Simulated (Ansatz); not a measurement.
Single-point calculation, with input and output: C2H7FSSi

C2H7FSSi, computed with RKS PBE-D4/def2-TZVPP (Ansatz 0.2.0).

The geometry comes from this level: PBE0-D4/def2-TZVP. Figures and captions count atoms from 1; the log counts them from 0 in places.

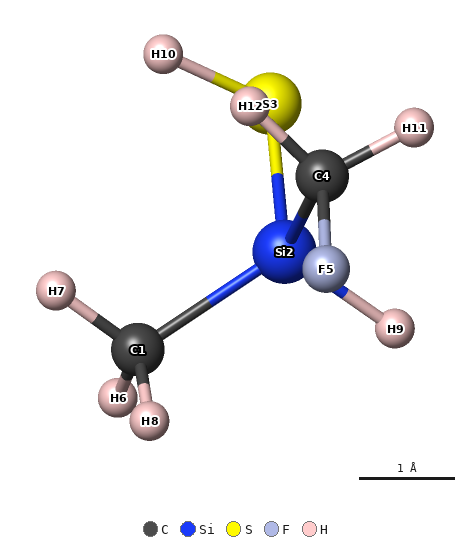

The structure (ball-and-stick view, seen at a tilt; atoms are numbered from 1 in the order of the input). Bond lengths as drawn: C–F 1.39 Å, C–H 1.09 to 1.10 Å, C–Si 1.86 to 1.89 Å, H–S 1.34 Å, H–Si 1.49 Å and S–Si 2.14 Å.

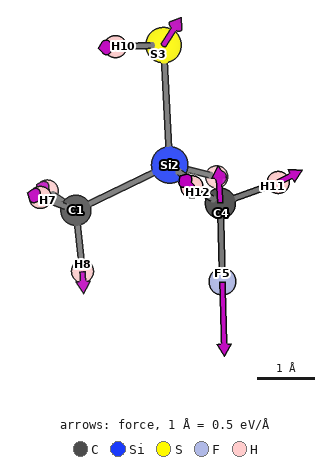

Forces on the atoms as pink arrows (ball-and-stick view, seen at a tilt; atoms are numbered from 1 in the order of the input); the smallest are left out. The largest act on F5 (0.68 eV/Å); S3 (0.36 eV/Å); C4 (0.35 eV/Å); H12 (0.26 eV/Å), among others. The geometry is not a stationary point of this energy.

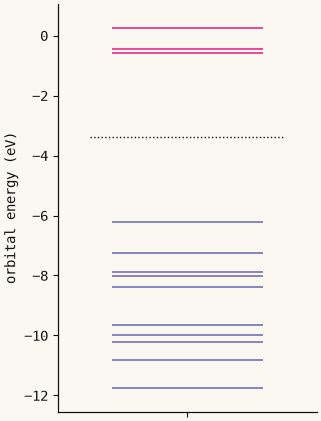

Orbital energies near the frontier; the dotted line parts filled from empty levels, and levels within 0.02 eV of each other stand side by side. Highest filled −6.20 eV, lowest empty −0.57 eV, 5.63 eV apart.

These pictures come from the run below.

Input
```yaml
crystal:
  periodic: [false, false, false]
  atoms:
    - {symbol: C, position_ang: [-1.406874, 0.521575, 0.594125]}
    - {symbol: Si, position_ang: [0.331231, 0.584216, -0.066961]}
    - {symbol: S, position_ang: [1.817486, 0.673771, 1.474671]}
    - {symbol: C, position_ang: [0.676626, -0.943461, -1.132001]}
    - {symbol: F, position_ang: [-0.307878, -1.075794, -2.110906]}
    - {symbol: H, position_ang: [-1.638421, 1.421907, 1.166114]}
    - {symbol: H, position_ang: [-1.546327, -0.344418, 1.245872]}
    - {symbol: H, position_ang: [-2.115512, 0.440026, -0.234206]}
    - {symbol: H, position_ang: [0.570103, 1.811663, -0.868173]}
    - {symbol: H, position_ang: [1.368449, -0.415959, 2.121149]}
    - {symbol: H, position_ang: [1.649405, -0.871199, -1.628488]}
    - {symbol: H, position_ang: [0.678713, -1.857428, -0.526998]}
basis:
  gaussian: {orbitals: def2-TZVPP}
hamiltonian: {xc: pbe, dispersion: d4}
output: {forces: true, orbitals: {seedname: orbitals}}
```

Output
```
Functional definition: PBE
  name "PBE"
  cite "Perdew, Burke & Ernzerhof, Phys. Rev. Lett. 77, 3865 (1996) doi:10.1103/PhysRevLett.77.3865"
  parent pbe
  parameter kappa = 0.804
  parameter beta = 0.06672455060314922
  exchange = pbe_x(kappa = kappa, mu = beta*pi^2/3)
  correlation = pbe_c(beta = beta)
1501 factors; their error is unknown
mean field evaluation 1: about -23595.1131 eV, gradient 7.4e1 eV
mean field evaluation 2: about -23579.0769 eV, gradient 1.0e2 eV
mean field evaluation 4: about -23607.2166 eV, gradient 8.1e0 eV
mean field evaluation 8: about -23607.3770 eV, gradient 2.6e-1 eV
mean field evaluation 16: about -23607.3412 eV, gradient 6.2e-3 eV
mean field -23607.34117463 eV, -867.5537865371 hartree, gradient 4.4e-5 eV, S^2 0.000000; 0 other end points of the search recorded, 0 dependent functions left out
the calculation of the forces begins
reference -23607.34121741 eV, -867.5537881092 hartree; 29, 29 occupied and 246, 246 virtual orbitals, 1501 factors
Total energy: -23607.61109775 eV, -867.5637060286 hartree
Atom 0 at    -1.406874     0.521575     0.594125 Å, force     0.005598     0.011928    -0.017062 eV/Å
Atom 1 at     0.331231     0.584216    -0.066961 Å, force    -0.001548    -0.000138     0.015304 eV/Å
Atom 2 at     1.817486     0.673771     1.474671 Å, force     0.262557     0.241567     0.047301 eV/Å
Atom 3 at     0.676626    -0.943461    -1.132001 Å, force     0.228060     0.075908     0.248969 eV/Å
Atom 4 at    -0.307878    -1.075794    -2.110906 Å, force    -0.476316    -0.063360    -0.475323 eV/Å
Atom 5 at    -1.638421     1.421907     1.166114 Å, force    -0.051501     0.166943     0.107452 eV/Å
Atom 6 at    -1.546327    -0.344418     1.245872 Å, force    -0.028484    -0.162724     0.123103 eV/Å
Atom 7 at    -2.115512     0.440026    -0.234206 Å, force    -0.145081    -0.016177    -0.152078 eV/Å
Atom 8 at     0.570103     1.811663    -0.868173 Å, force     0.031870     0.139437    -0.085908 eV/Å
Atom 9 at     1.368449    -0.415959     2.121149 Å, force    -0.088759    -0.207968     0.113975 eV/Å
Atom 10 at     1.649405    -0.871199    -1.628488 Å, force     0.236414     0.013020    -0.083939 eV/Å
Atom 11 at     0.678713    -1.857428    -0.526998 Å, force     0.027189    -0.198436     0.158207 eV/Å
Dipole moment:    -0.100315    -0.132364     0.208316 e Å
```

Results in brief

- outcome: converged
- total energy: −23607.6111 eV
- mean-field energy: −23607.3412 eV
- dispersion energy: −0.2699 eV
- SCF solution under orbital rotations: stable
- HOMO: −6.20 eV
- LUMO: −0.57 eV
- largest force (length of the vector): 0.676 eV/Å
- dipole moment: 1.28 D
- hardware: 4 CPU threads, shared host
- wall time: 6 s (CPU time 20 s)
- peak memory: 0.4 GiB
